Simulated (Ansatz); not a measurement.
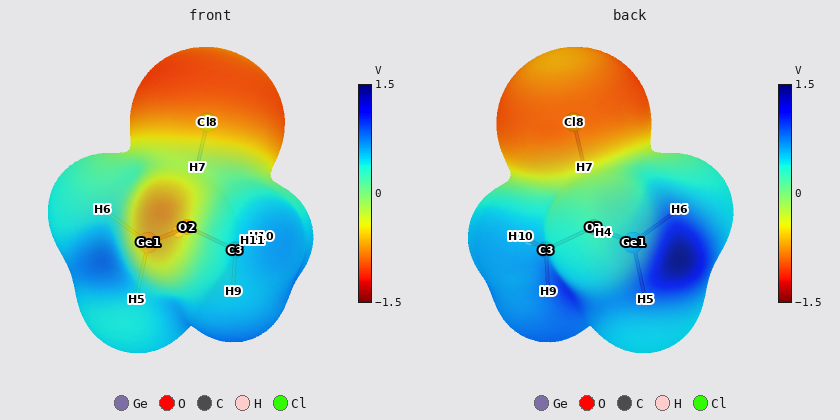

*CH6GeO···HCl. The electrostatic potential painted on the density surface at 0.001 e/bohr³, seen from the front and from behind; red is negative and blue positive.*

Level of theory: UKS PBE-D4/def2-SVP in Ansatz.

Input

```
crystal:
  periodic: [false, false, false]
  atoms:
    - { symbol: Ge, position_ang: [-0.384538, -0.402499, 1.326152] }
    - { symbol: O, position_ang: [0.762043, -0.294977, -0.115476] }
    - { symbol: C, position_ang: [0.226605, -0.644051, -1.380222] }
    - { symbol: H, position_ang: [-1.691554, 0.364998, 1.002141] }
    - { symbol: H, position_ang: [-0.681552, -1.914171, 1.544323] }
    - { symbol: H, position_ang: [0.426635, 0.206091, 2.486713] }
    - { symbol: H, position_ang: [0.914479, 1.957577, -0.012306] }
    - { symbol: Cl, position_ang: [0.15021, 2.952716, 0.389587] }
    - { symbol: H, position_ang: [-0.192117, -1.678965, -1.398225] }
    - { symbol: H, position_ang: [-0.576517, 0.056036, -1.714024] }
    - { symbol: H, position_ang: [1.046206, -0.602757, -2.128563] }
magnetization:
  spin_polarized: true
basis:
  gaussian: { orbitals: def2-SVP }
hamiltonian:
  xc: pbe
  dispersion: d4
relax:
  f_tol: 0.03
  max_steps: 50
output:
  orbitals: {}
```

Command:

```sh
ansatz run input.yaml --threads 4 --pin off --max-ram 5120MiB --backend cpu --events-out ev --progress --plain --runs-dir out
```

The fields are those of the relaxed geometry.

Q: Where is the surface potential most negative and most positive?

A: The most negative region (about −1.1 V) lies over Cl8, the most positive (about +1.4 V) over Ge1.
